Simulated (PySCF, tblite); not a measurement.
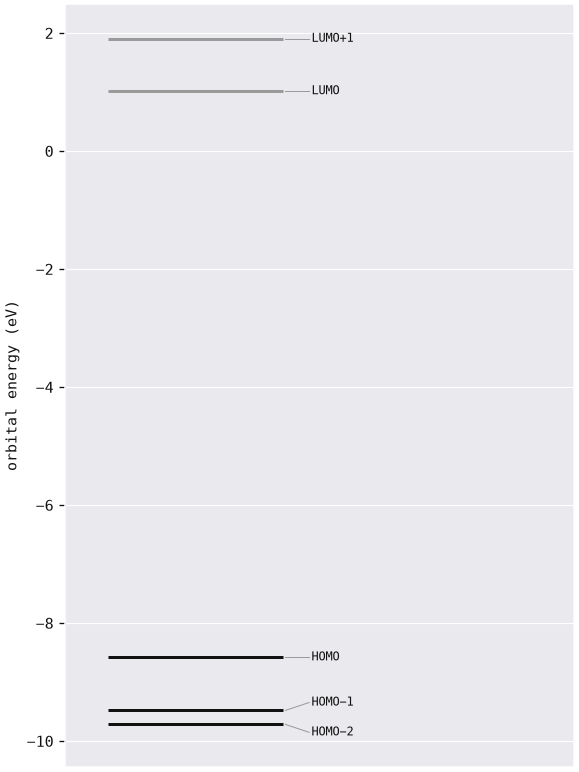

Kohn-Sham orbital energies near the frontier, ωB97X-D/def2-SVPD with PySCF 2.14.0, at a GFN2-xTB geometry (a minimum by its frequencies), isolated molecule; empty levels in grey, levels within 0.03 eV side by side.

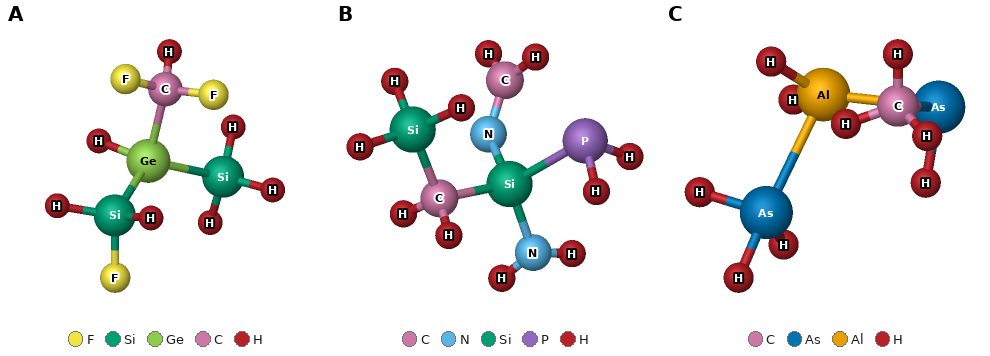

Which molecule has this level scheme? The candidates are drawn in the second picture.

Structure B, C₂H₁₁N₂PSi₂, SMILES C=N[Si@@](N)(P)C[SiH3]. HOMO −8.58 eV, LUMO 1.02 eV, separation 9.60 eV.

Known limits of this run: the tight-binding geometry is rougher than a DFT one and adds to the error; one conformer of a flexible molecule; empty levels above zero depend strongly on the basis.
